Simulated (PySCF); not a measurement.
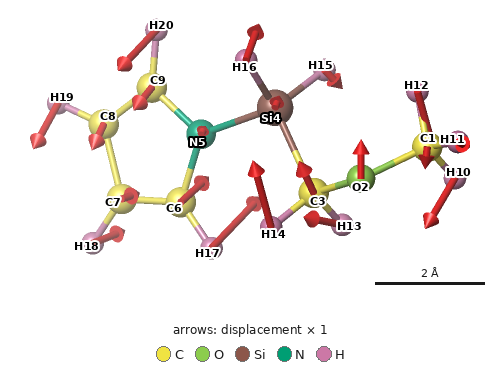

This is a relaxation of C6H11NOSi. The starting structure is drawn; red arrows show the displacements, at their true length. The two geometries are superimposed by the best rigid fit.

A ball-and-stick model, seen at a tilt.

The start comes from GFN2-xTB. Its atoms were then displaced at random by about 0.01 Å.

Level of theory: PBE0-D3(BJ)/def2-SVP geometry optimisation, gas phase (PySCF). 

Atoms of which element are displaced furthest, and by how much?

Answer. Hydrogen: up to 1.99 Å, against 1.08 Å for carbon.

What did the optimiser do to the structure, and how much energy did it gain?

Answer. The largest move after the best rigid fit is that of H17, 1.99 Å. By element the largest moves are H 1.99 Å, C 1.08 Å, O 0.74 Å, Si 0.34 Å, N 0.25 Å. Near-neighbour distances that change, for instance: C1–H10 1.072 → 1.108 Å, C8–C9 1.339 → 1.375 Å, C6–C7 1.347 → 1.375 Å, C1–H11 1.072 → 1.099 Å. Bond angles that change, for instance: O2–C3–H14 103.5° → 108.0°, C3–Si4–N5 106.6° → 110.9°, H10–C1–H11 112.2° → 108.5°. Groups turn about Si4–N5 by about 75°, C3–Si4 by about 20°, O2–C3 by about 20°. After 29 geometry steps the energy has fallen by 6.45 kcal/mol. Cost: 9.4 min on 1 thread of Arm Neoverse V1 (shared host).
